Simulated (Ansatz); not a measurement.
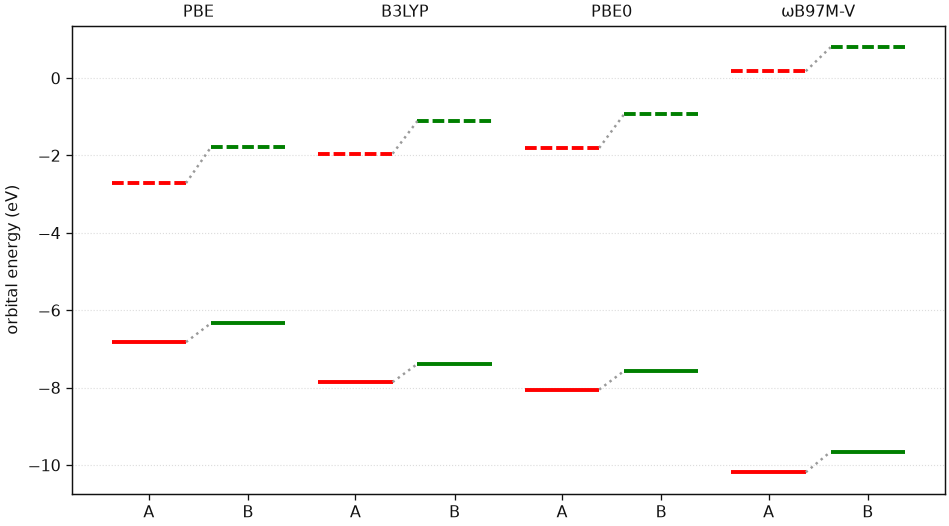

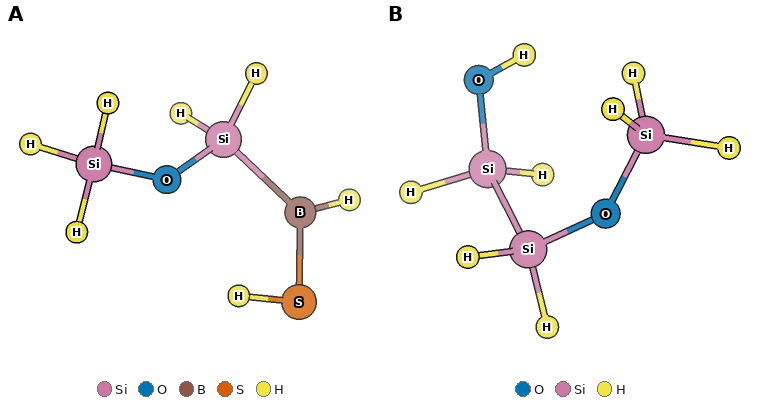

One change: A, BSi₂H₇SO (SMILES [SiH3]O[SiH2]BS), becomes B, Si₃H₈O₂ (SMILES O[SiH2][SiH2]O[SiH3]). BH₂S (bound through B) on Si is replaced by SiH₃O (bound through Si). HOMO (solid) and LUMO (dashed) computed in def2-TZVPP at PBE0-D4/def2-TZVP geometries, both minima by their frequencies, gas phase, the Ansatz code. Empty levels above zero depend strongly on the basis.

What does the change do to HOMO and LUMO?

PBE: the HOMO rises by 0.49 eV, the LUMO rises by 0.92 eV, and the separation goes from 4.11 to 4.55 eV. B3LYP: the HOMO rises by 0.47 eV, the LUMO rises by 0.85 eV, and the separation goes from 5.90 to 6.28 eV. PBE0: the HOMO rises by 0.48 eV, the LUMO rises by 0.87 eV, and the separation goes from 6.24 to 6.63 eV. ωB97M-V: the HOMO rises by 0.53 eV, the LUMO rises by 0.62 eV, and the separation goes from 10.36 to 10.45 eV.

Do the functionals agree on the effect?

They agree on the direction for both levels; the HOMO shift lies between 0.47 and 0.53 eV and the LUMO shift between 0.62 and 0.92 eV, while the separations themselves differ by up to 6.3 eV between functionals.

Note: one conformer of each flexible molecule.
